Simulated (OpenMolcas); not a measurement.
## Run report: Cu³⁺ complex, multiconfigurational calculation

Cu³⁺ with 4 ligands (Cl; tetrahedron, 2.13 Å), neutralised by 4 outer point charges of +0.25 e, whose field is part of the energies. Computed at this level: state-averaged CASSCF, active space 8 electrons in the shell 3d, basis ANO-RCC-VDZP on the metal and ANO-RCC-VDZP on the ligands, DKH2 scalar Hamiltonian, spin-orbit coupling by RASSI with atomic mean-field integrals (OpenMolcas).

### The input
```
&GATEWAY
Coord
5

Cu 0.0 0.0 0.0
Cl 1.229756 1.229756 1.229756
Cl 1.229756 -1.229756 -1.229756
Cl -1.229756 1.229756 -1.229756
Cl -1.229756 -1.229756 1.229756
Basis=Cu.ANO-RCC-VDZP,Cl.ANO-RCC-VDZP
Group=NoSym
NoMove
AngMom=0.0 0.0 0.0
AMFI
RICD
XField
4 Angstrom 0
2.615397 2.615397 2.615397 0.250000
2.615397 -2.615397 -2.615397 0.250000
-2.615397 2.615397 -2.615397 0.250000
-2.615397 -2.615397 2.615397 0.250000
&SEWARD
&RASSCF
FileOrb=start.orb
Symmetry=1
Spin=3
nActEl=8 0 0
Inactive=45
Ras2=5
CIRoot=10 10 1
SDav=10
CIMx=300
Iter=150 100
PrWF=0.3
OrbListing=Nothing
MaxOrb=0
LevShft=1.0
>>> COPY $Project.JobIph JOB001
&RASSCF
FileOrb=start.orb
Symmetry=1
Spin=1
nActEl=8 0 0
Inactive=45
Ras2=5
CIRoot=15 15 1
SDav=15
CIMx=300
Iter=150 100
PrWF=0.3
OrbListing=Nothing
MaxOrb=0
LevShft=1.0
>>> COPY $Project.JobIph JOB002
&RASSI
NrOfJobIphs=2 10 15
1 2 3 4 5 6 7 8 9 10
1 2 3 4 5 6 7 8 9 10 11 12 13 14 15
IphNames
JOB001
JOB002
EJob
SpinOrbit
DIPRint=1.0
SOCoupling=1000.0
Subsets=2
Property=9
'ANGMOM' 1 'ANGMOM' 2 'ANGMOM' 3 'MLTPL  1' 1 'MLTPL  1' 2 'MLTPL  1' 3
'AMFI' 1 'AMFI' 2 'AMFI' 3
SOProperty=3
'ANGMOM' 1 'ANGMOM' 2 'ANGMOM' 3
```

The file start.orb holds starting orbitals from an earlier step. A driver script formed the levels outside the program, from RASSI's spin-orbit matrix and the active-space energies, averaged over the components of each term or state.

Launched with:
```bash
OMP_NUM_THREADS=1 MOLCAS_MEM=2457 MOLCAS_PROJECT=a pymolcas a.inp > a.log  # once for each step of the input, in one work folder
```

### Log (extracts)
```
--- SEWARD ---
Basis set label: CU.ANO-RCC...5S4P2D1F.

      Electronic valence basis set:
      ------------------
      Associated Effective Charge  29.000000 au
      Associated Actual Charge     29.000000 au
      Nuclear Model: Point charge

      Shell  nPrim  nBasis  Cartesian Spherical Contaminant
         s      21       5        X
         p      15       4        X
         d      10       2                 X
         f       6       1                 X
                  Relativistic Douglas-Kroll-Hess integrals:
                    - DKH order of Hamiltonian: 2
                    - DKH order of Properties : 0
                  Atomic mean-field integrals
--- RASSCF ---
Wave function specifications:
      -----------------------------

      Number of closed shell electrons          90
      Number of electrons in active shells       8
      Max number of holes in RAS1 space          0
      Max nr of electrons in RAS3 space          0
      Number of inactive orbitals               45
      Number of active orbitals                  5
      Number of secondary orbitals              56
      Spin quantum number                      1.0
      State symmetry                             1
Orbital specifications:
      -----------------------

      Symmetry species                           1
                                                 a
      Frozen orbitals                            0
      Inactive orbitals                         45
      Active orbitals                            5
      RAS1 orbitals                              0
      RAS2 orbitals                              5
      RAS3 orbitals                              0
      Secondary orbitals                        56
      Deleted orbitals                           0
      Number of basis functions                106
      Number of CSFs                            10
      Number of root(s) required                10
      Iter CI   SX   CI       RASSCF       Energy    max ROT     max BLB   max BLB  Level Ln srch  Step   QN
          iter iter root      energy       change     param      element    value   shift minimum  type update
 Nr of preliminary CI iterations:   1
      Total energies have been shifted. Add                -3000.00 au
        1   1   10    0  -496.19811777    0.00E+00  -7.79E-02   46  55 1  6.45E-01*  2.13   0.00    SX    NO
        2   1   10    0  -496.78111892   -5.83E-01* -3.83E-02    9  70 1  1.81E-01*  1.64   0.00    SX    NO
        3   1   10    0  -496.94204523   -1.61E-01* -3.53E-02   36  52 1  4.90E-02*  1.51   0.00    SX    NO
        4   1   10    0  -497.00064187   -5.86E-02* -2.64E-02   36  52 1  2.74E-02*  1.40   0.00    SX    NO
        5   1   10    0  -497.02350414   -2.29E-02* -2.92E-02   50  59 1 -1.71E-02*  1.34   2.50    LS   YES
        6   1   10    0  -497.03599913   -1.25E-02* -1.88E-02   50  59 1 -2.34E-02*  1.27   1.37    QN   YES
        7   1   10    0  -497.04063754   -4.64E-03* -1.61E-02   50  59 1 -1.18E-02*  1.24   2.00    LS   YES
        8   1   10    0  -497.04213437   -1.50E-03* -8.15E-03    7  68 1 -1.27E-02*  1.22   1.16    QN   YES
        9   1    9    0  -497.04389553   -1.76E-03* -8.02E-03   36  52 1 -4.97E-03*  1.21   2.06    LS   YES
       10   1   10    0  -497.04452276   -6.27E-04* -5.03E-03    9  70 1  1.50E-02*  1.20   1.08    QN   YES
        ...
       23   1    6    0  -497.04584953   -2.59E-08* -5.21E-05    4  69 1  7.08E-05   1.17   1.00    QN   YES
       24   1    6    0  -497.04584956   -2.65E-08* -6.26E-05    4  69 1  3.53E-05   1.17   2.20    LS   YES
       25   1    6    0  -497.04584957   -1.05E-08* -1.42E-05   50  59 1 -2.60E-05   1.17   0.95    QN   YES
       26   1    5    0  -497.04584958   -6.88E-09  -2.45E-05    7  52 1 -1.14E-05   1.17   2.31    QN   YES
      Convergence after 26 iterations
       27   1    5    0  -497.04584958   -4.29E-09  -2.45E-05   12  71 1 -5.22E-06   1.17   2.31    QN   YES
      Natural orbitals and occupation numbers for root  1
      sym 1:   1.981649   1.018351   1.981649   1.018351   2.000000
      Natural orbitals and occupation numbers for root  2
      sym 1:   1.047830   1.952170   2.000000   1.047830   1.952170
      Natural orbitals and occupation numbers for root  3
      sym 1:   1.010706   1.989294   2.000000   1.989294   1.010706
::    RASSCF root number  1 Total energy:  -3497.08339900
::    RASSCF root number  2 Total energy:  -3497.08339900
::    RASSCF root number  3 Total energy:  -3497.08339900
::    RASSCF root number  4 Total energy:  -3497.06168024
::    RASSCF root number  5 Total energy:  -3497.06168024
::    RASSCF root number  6 Total energy:  -3497.06168024
::    RASSCF root number  7 Total energy:  -3497.02695360
::    RASSCF root number  8 Total energy:  -3496.99876817
::    RASSCF root number  9 Total energy:  -3496.99876817
::    RASSCF root number 10 Total energy:  -3496.99876817
--- RASSCF ---
Wave function specifications:
      -----------------------------

      Number of closed shell electrons          90
      Number of electrons in active shells       8
      Max number of holes in RAS1 space          0
      Max nr of electrons in RAS3 space          0
      Number of inactive orbitals               45
      Number of active orbitals                  5
      Number of secondary orbitals              56
      Spin quantum number                      0.0
      State symmetry                             1
Orbital specifications:
      -----------------------

      Symmetry species                           1
                                                 a
      Frozen orbitals                            0
      Inactive orbitals                         45
      Active orbitals                            5
      RAS1 orbitals                              0
      RAS2 orbitals                              5
      RAS3 orbitals                              0
      Secondary orbitals                        56
      Deleted orbitals                           0
      Number of basis functions                106
      Number of CSFs                            15
      Number of root(s) required                15
      Iter CI   SX   CI       RASSCF       Energy    max ROT     max BLB   max BLB  Level Ln srch  Step   QN
          iter iter root      energy       change     param      element    value   shift minimum  type update
 Nr of preliminary CI iterations:   1
      Total energies have been shifted. Add                -3000.00 au
        1   1    9    0  -496.97972926    0.00E+00   2.06E-02   48  57 1 -1.35E-02*  1.26   0.00    SX    NO
        2   1    9    0  -496.98164679   -1.92E-03* -1.72E-02   48  57 1 -1.35E-02*  1.24   0.00    SX    NO
        3   1    9    0  -496.98309620   -1.45E-03* -1.58E-02   48  57 1 -8.46E-03*  1.23   0.00    SX    NO
        4   1    9    0  -496.98425150   -1.16E-03* -1.39E-02   48  57 1 -8.15E-03*  1.22   0.00    SX    NO
        5   1    9    0  -496.98519162   -9.40E-04* -8.65E-02   48  57 1 -6.19E-03*  1.21   2.50    QN   YES
        6   1    9    0  -496.98896866   -3.78E-03* -4.05E-02   49  58 1 -7.52E-03*  1.16   1.56    LS   YES
        7   1    9    0  -496.98951676   -5.48E-04* -1.44E-02   49  58 1 -9.81E-03*  1.13   1.20    QN   YES
        8   1    9    0  -496.98970924   -1.92E-04* -1.45E-03   48  57 1  7.09E-03*  1.13   0.81    QN   YES
        9   1    8    0  -496.98976479   -5.55E-05*  1.14E-03   48  57 1  2.19E-03*  1.13   1.53    QN   YES
       10   1    8    0  -496.98978560   -2.08E-05*  6.59E-04   28  68 1  1.03E-03*  1.13   1.42    QN   YES
       11   1    8    0  -496.98979056   -4.96E-06* -3.38E-04   28  68 1  5.87E-04*  1.13   1.39    QN   YES
       12   1    7    0  -496.98979193   -1.37E-06* -3.35E-04   48  57 1 -2.33E-04*  1.13   1.58    QN   YES
       13   1    7    0  -496.98979248   -5.48E-07* -2.92E-04   28  68 1 -1.65E-04*  1.13   1.52    QN   YES
       14   1    7    0  -496.98979271   -2.29E-07* -2.19E-04   28  68 1 -1.28E-04*  1.13   1.51    QN   YES
       15   1    6    0  -496.98979280   -9.55E-08*  1.48E-04   48  57 1  6.77E-05   1.13   1.52    QN   YES
       16   1    6    0  -496.98979284   -4.00E-08* -8.08E-05   49  53 1  3.07E-05   1.13   1.49    QN   YES
       17   1    5    0  -496.98979286   -1.45E-08* -3.51E-05   28  68 1  2.75E-05   1.13   1.44    QN   YES
       18   1    5    0  -496.98979286   -4.47E-09  -1.42E-05   48  57 1 -1.08E-05   1.13   1.42    QN   YES
      Convergence after 18 iterations
       19   1    5    0  -496.98979286   -1.19E-09  -1.42E-05   48  57 1 -5.98E-06   1.13   1.42    QN   YES
      Natural orbitals and occupation numbers for root  1
      sym 1:   1.944848   0.828947   1.972067   1.282072   1.972067
      Natural orbitals and occupation numbers for root  2
      sym 1:   0.759063   1.874964   1.972067   1.421839   1.972067
      Natural orbitals and occupation numbers for root  3
      sym 1:   1.101928   1.058630   1.926927   1.912523   1.999992
::    RASSCF root number  1 Total energy:  -3497.03535661
::    RASSCF root number  2 Total energy:  -3497.03535661
::    RASSCF root number  3 Total energy:  -3497.02682543
::    RASSCF root number  4 Total energy:  -3497.02682543
::    RASSCF root number  5 Total energy:  -3497.02682543
::    RASSCF root number  6 Total energy:  -3496.99140350
::    RASSCF root number  7 Total energy:  -3496.98613478
::    RASSCF root number  8 Total energy:  -3496.98613478
::    RASSCF root number  9 Total energy:  -3496.98613478
::    RASSCF root number 10 Total energy:  -3496.98455030
::    RASSCF root number 11 Total energy:  -3496.98455030
::    RASSCF root number 12 Total energy:  -3496.98455030
::    RASSCF root number 13 Total energy:  -3496.95485755
::    RASSCF root number 14 Total energy:  -3496.95485755
::    RASSCF root number 15 Total energy:  -3496.88252961
--- RASSI ---
SPIN-FREE ENERGIES:
  (Shifted by EMIN (a.u.) =      -3497.0833989986)

 SF State       Relative EMIN(au)   Rel lowest level(eV)    D:o, cm**(-1)

     1             0.0000000000        0.0000000000              0.0000
     2             0.0000000000        0.0000000000              0.0000
     3             0.0000000000        0.0000000000              0.0000
     4             0.0217187586        0.5909975300           4766.7165
     5             0.0217187586        0.5909975300           4766.7165
     6             0.0217187586        0.5909975300           4766.7165
    11             0.0480423866        1.3072999375          10544.0851
    12             0.0480423866        1.3072999375          10544.0851
     7             0.0564453942        1.5359574224          12388.3321
    13             0.0565735705        1.5394452781          12416.4635
    14             0.0565735705        1.5394452781          12416.4635
    15             0.0565735705        1.5394452781          12416.4635
    10             0.0846308292        2.3029221807          18574.3200
     9             0.0846308292        2.3029221807          18574.3200
     8             0.0846308292        2.3029221807          18574.3200
    16             0.0919955003        2.5033250918          20190.6785
    17             0.0972642162        2.6466941542          21347.0280
    18             0.0972642162        2.6466941542          21347.0280
    19             0.0972642162        2.6466941542          21347.0280
    20             0.0988487010        2.6898101842          21694.7822
    21             0.0988487010        2.6898101842          21694.7822
    22             0.0988487010        2.6898101842          21694.7822
    23             0.1285414536        3.4977911414          28211.5881
    24             0.1285414536        3.4977911414          28211.5881
    25             0.2008693858        5.4659344419          44085.7344
     Dipole printing threshold changed to   1.00000000E+00

++ Dipole transition strengths (spin-free states):
   -----------------------------------------------
     for osc. strength at least  1.00000000E+00

  ( Max oscillator strength is only    2.8232088301904548E-003 )
--
Eigenvalues of complex Hamiltonian:
   -----------------------------------
  (Shifted by EMIN (a.u.) =      -3497.0833989986)

 SO State       Relative EMIN(au)   Rel lowest level(eV)    D:o, cm**(-1)

     1            -0.0042628961        0.0000000000              0.0000
     2            -0.0025618673        0.0462873503            373.3327
     3            -0.0025618673        0.0462873498            373.3327
     4            -0.0025618673        0.0462873494            373.3327
     5             0.0005416023        0.1307370601           1054.4655
     6             0.0005416023        0.1307370602           1054.4655
     7             0.0015340323        0.1577424562           1272.2787
     8             0.0015340323        0.1577424566           1272.2787
     9             0.0015340323        0.1577424572           1272.2787
    10             0.0214838608        0.7006049454           5650.7600
    11             0.0214838608        0.7006049451           5650.7600
    12             0.0214838608        0.7006049446           5650.7600
    13             0.0217800214        0.7086638864           5715.7597
    14             0.0217800214        0.7086638868           5715.7597
    15             0.0217800214        0.7086638871           5715.7597
    16             0.0223266470        0.7235383262           5835.7302
    17             0.0223266470        0.7235383263           5835.7302
    18             0.0229781153        0.7412656832           5978.7109
    19             0.0478079817        1.4169207676          11428.2367
    20             0.0478079817        1.4169207676          11428.2367
    21             0.0553529547        1.6222299404          13084.1669
    22             0.0553529546        1.6222299401          13084.1669
    23             0.0553529546        1.6222299397          13084.1669
    24             0.0582050534        1.6998394995          13710.1302
    25             0.0582050534        1.6998395003          13710.1302
    26             0.0582050534        1.6998394999          13710.1302
    27             0.0833799747        2.3848840067          19235.3867
    28             0.0833799746        2.3848840066          19235.3867
    29             0.0833799746        2.3848840066          19235.3867
    30             0.0834613855        2.3870993086          19253.2544
    31             0.0834613855        2.3870993086          19253.2544
    32             0.0861070622        2.4590918389          19833.9133
    33             0.0861070622        2.4590918388          19833.9133
    34             0.0861070622        2.4590918388          19833.9133
    35             0.0864471530        2.4683461810          19908.5546
    36             0.0928312702        2.6420668613          21309.7064
    37             0.0976400890        2.7729214848          22365.1201
    38             0.0976400890        2.7729214848          22365.1201
    39             0.0976400890        2.7729214848          22365.1201
    40             0.0989098765        2.8074741641          22643.8062
    41             0.0989098765        2.8074741642          22643.8062
Weights of the five most important spin-orbit-free states for each spin-orbit state.

 SO State  Total energy (au)           Spin-free states, spin, and weights
 -------------------------------------------------------------------------------------------------------
    1        -0.004263       1 1.0  0.3331    2 1.0  0.3331    3 1.0  0.3331   16 0.0  0.0004    9 1.0  0.0001
    2        -0.002562       3 1.0  0.4904    2 1.0  0.4896    4 1.0  0.0098    5 1.0  0.0053    1 1.0  0.0023
    3        -0.002562       1 1.0  0.4894    3 1.0  0.4814    2 1.0  0.0115    4 1.0  0.0063    5 1.0  0.0058
    4        -0.002562       1 1.0  0.4907    2 1.0  0.4811    3 1.0  0.0105    6 1.0  0.0101    5 1.0  0.0061
    5         0.000542       2 1.0  0.3926    3 1.0  0.2935    1 1.0  0.2479    4 1.0  0.0243    6 1.0  0.0225
    6         0.000542       1 1.0  0.3748    3 1.0  0.3292    2 1.0  0.2300    5 1.0  0.0258    6 1.0  0.0195
    7         0.001534       3 1.0  0.5558    2 1.0  0.3695    1 1.0  0.0515    4 1.0  0.0109    5 1.0  0.0103
    8         0.001534       1 1.0  0.3600    3 1.0  0.3151    2 1.0  0.3017    4 1.0  0.0108    6 1.0  0.0103
    9         0.001534       1 1.0  0.5654    2 1.0  0.3056    3 1.0  0.1059    6 1.0  0.0109    5 1.0  0.0108
   10         0.021484       6 1.0  0.5870    5 1.0  0.3333    4 1.0  0.0623    1 1.0  0.0086    2 1.0  0.0085
   11         0.021484       4 1.0  0.3639    5 1.0  0.3353    6 1.0  0.2834    1 1.0  0.0086    3 1.0  0.0085
   12         0.021484       4 1.0  0.5564    5 1.0  0.3140    6 1.0  0.1122    2 1.0  0.0086    3 1.0  0.0086
```

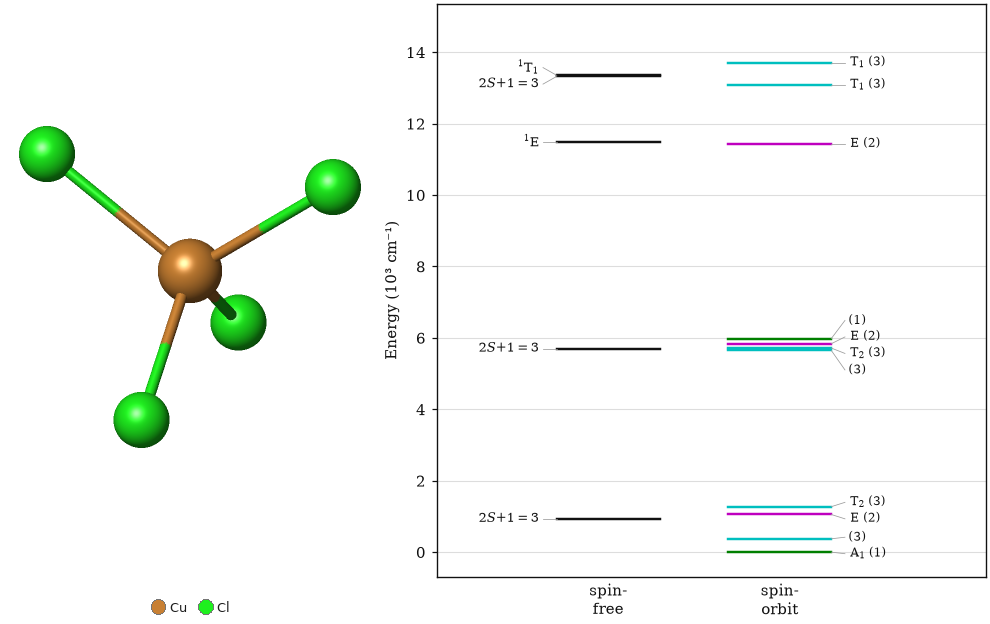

Cu³⁺ (3d⁸) with 4 ligands, Cl⁻, at 2.13 Å (arrangement: tetrahedron, Td), neutralised by outer point charges of +0.25 e, and its levels. Labels give the representation in O, Td, D4 or D3 as the site allows (double group for half-integer spin) where it could be assigned and, in brackets, the degeneracy; spin-free states, where drawn, share the zero of the spin-orbit levels. The ground level is A₁, non-degenerate, 100 % from states of spin multiplicity 3. The next level lies at 373 cm⁻¹. The active orbitals hold 72 to 88 % metal character (Löwdin), and the Mulliken charge of the metal is +0.79.

### Results in brief

| quantity | value |
| --- | --- |
| outcome | converged |
| energy of the lowest spin-free term | −3497.08340 hartree |
| energy of the lowest spin-orbit level | −3497.08766 hartree |
| largest spread among components of a term | 0.0 cm⁻¹ |
| hardware | 1 thread of Arm Neoverse V1, 24 GiB of memory available, shared host |
| wall time | 32 s |
| peak memory | 0.18 GiB |

### Notes

Without dynamic correlation the splittings between terms come out too large, often by 20 to 50 %. Limits: covalent bonds, ligand orbitals missing from the active space; distances are set from ionic radii, not optimised.
